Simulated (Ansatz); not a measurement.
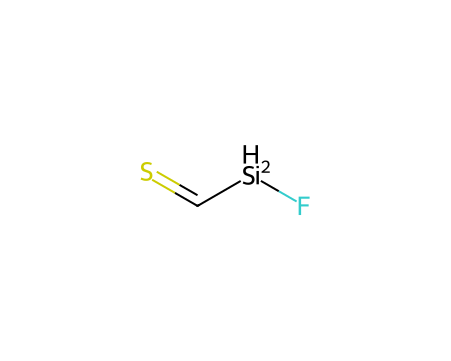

Skeletal drawing of a molecule.

> Write the SMILES.

F[SiH2]C=S

> What is the molecular formula?

CH3FSSi.

> An optimisation with PBE0-D4/def2-TZVP gave a structure of which point group?

Cs. Other conformers may differ.

The parts below concern this one geometry. Atoms keep their numbers from picture to picture. Computed geometry: PBE0-D4/def2-TZVP optimisation.

### Geometry

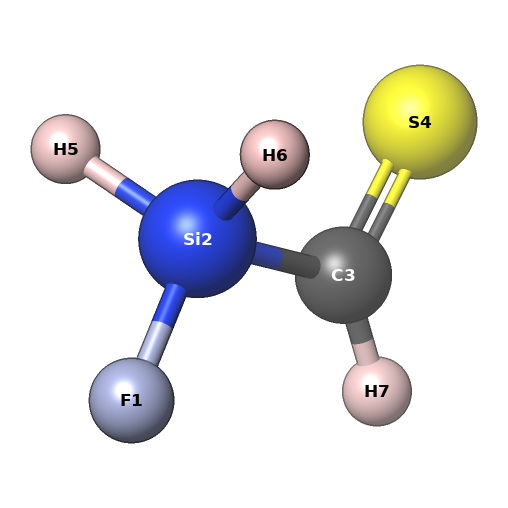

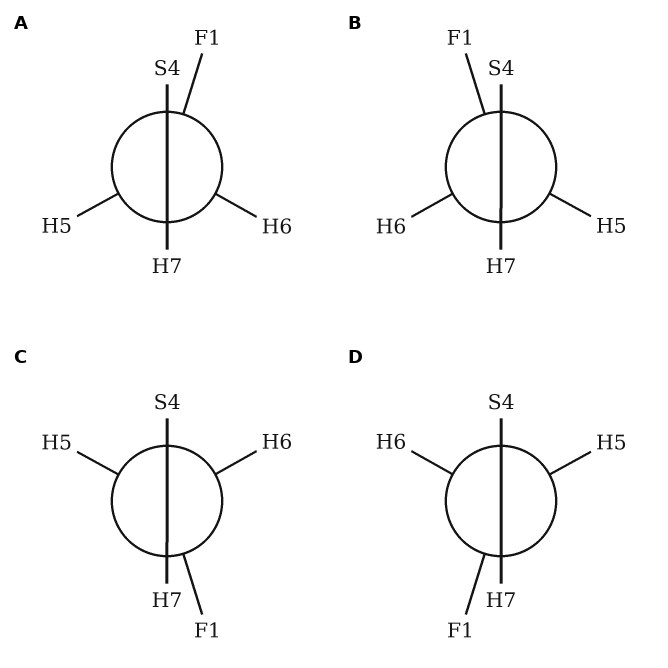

Atoms fade into the background with distance from the viewer. Bonds that would overlap in a projection are set slightly apart.

> Which Newman projection shows the view along C3–Si2, with C3 in front?

D. The torsion angle S4–C3–Si2–F1 is 180°, antiperiplanar (anti).

### Vibrations

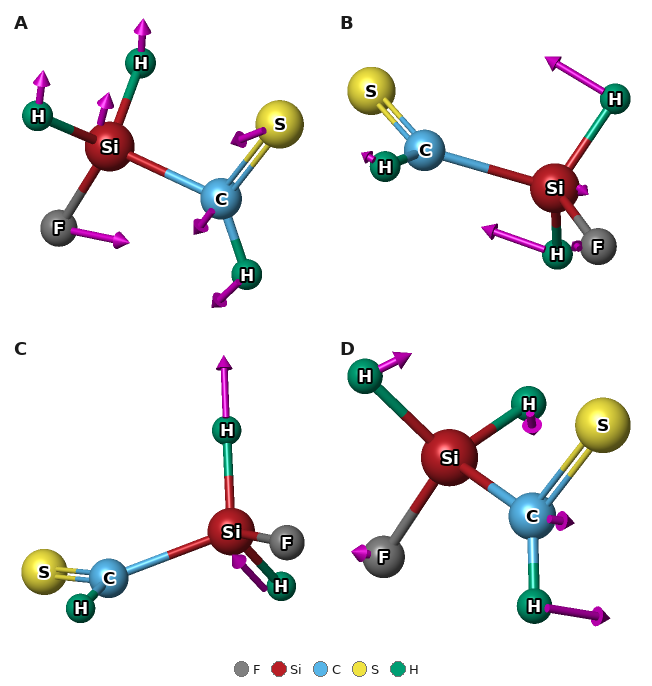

4 normal modes of one molecule or complex, as arrows. Harmonic vibrations computed with RKS PBE0-D4/def2-TZVP (Ansatz 0.2.0) at a stationary point of the same level.

> Match the panels to the wavenumbers 62 cm⁻¹, 259 cm⁻¹, 905 cm⁻¹, 2267 cm⁻¹.

A: 259 cm⁻¹, angle bending
B: 905 cm⁻¹
C: 2267 cm⁻¹, out-of-phase stretching of 2 Si–H bonds
D: 62 cm⁻¹, a torsion or out-of-plane motion in which bond lengths and bond angles hardly change

### Levels of theory compared

Program: Ansatz 0.2.0.

At this fixed geometry, give HOMO energy (eV) at these levels: PBE0-D4/def2-QZVPP; PBE0-D4/def2-TZVPP; revPBE-D4/def2-TZVPP; ωB97M-V/def2-QZVPP; ωB97M-V/def2-SVP; ωB97X-V/def2-TZVPP.

```tsv
level	HOMO energy (eV)
PBE0-D4/def2-QZVPP	−6.88
PBE0-D4/def2-TZVPP	−6.85
revPBE-D4/def2-TZVPP	−5.59
ωB97M-V/def2-QZVPP	−9.07
ωB97M-V/def2-SVP	−8.89
ωB97X-V/def2-TZVPP	−9.19
```

### Thermal motion

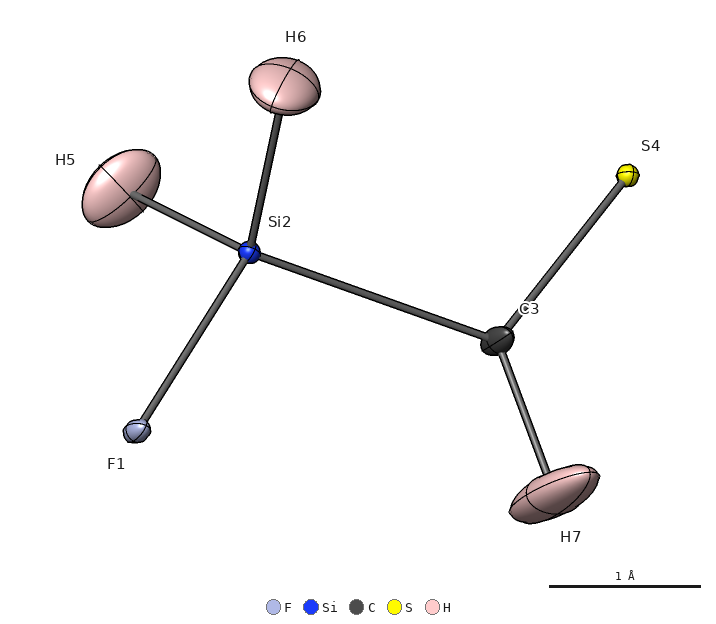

Displacement ellipsoids at the 50 % level, from the internal vibrations of the free molecule (harmonic, no overall translation or rotation; no half-axis is drawn under 0.075 Å). Vibrations computed with RKS PBE0-D4/def2-TZVP (Ansatz 0.2.0). Temperature: 100 K.

> Which atom moves most?

H7, with U_eq = 0.0477 Å².

> Does H7 move more along its bond or across it?

Across it: the root-mean-square amplitude is 0.091 Å along the bond and up to 0.342 Å across, since bending and torsion are softer than stretching.

Give the displacement parameters, one line for each set of equivalent atoms.

| atom | U_eq (Å²) | rms amplitudes (Å) |
| --- | --- | --- |
| F1 | 0.0039 | 0.033, 0.052, 0.089 |
| Si2 | 0.0018 | 0.027, 0.044, 0.053 |
| C3 | 0.0073 | 0.037, 0.060, 0.130 |
| S4 | 0.0017 | 0.019, 0.041, 0.056 |
| H5, H6 | 0.0240 | 0.092, 0.155, 0.199 |
| H7 | 0.0477 | 0.088, 0.135, 0.342 |

### Dipole moment

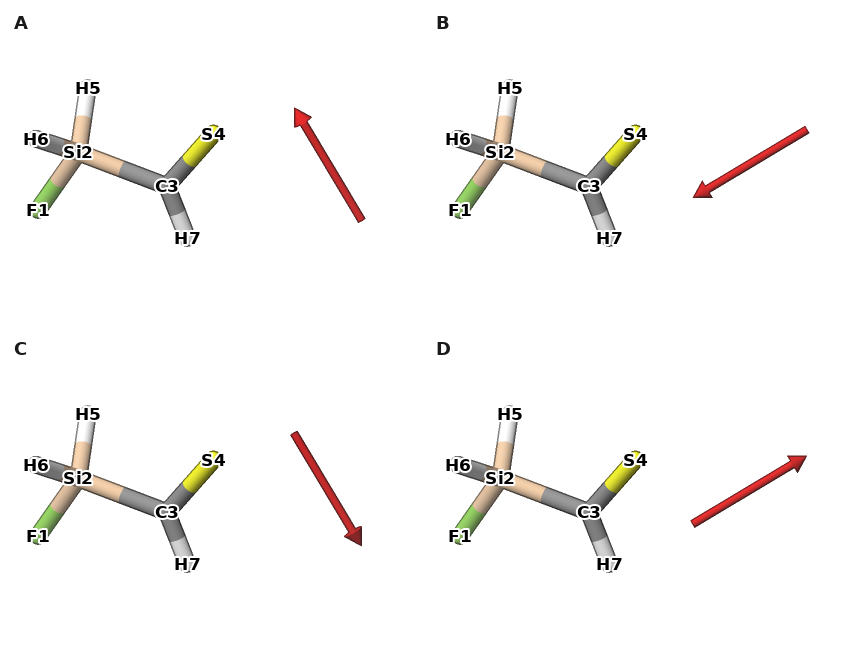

The same molecule four times, each with an arrow. Properties computed with RKS ωB97M-V/def2-TZVPP (Ansatz 0.2.0).

> Which arrow points along the dipole moment, from the negative to the positive end?

C. The dipole moment is 0.25 D; it points from the side of H5, H6 to the side of H7 (the outermost atoms at the two ends).
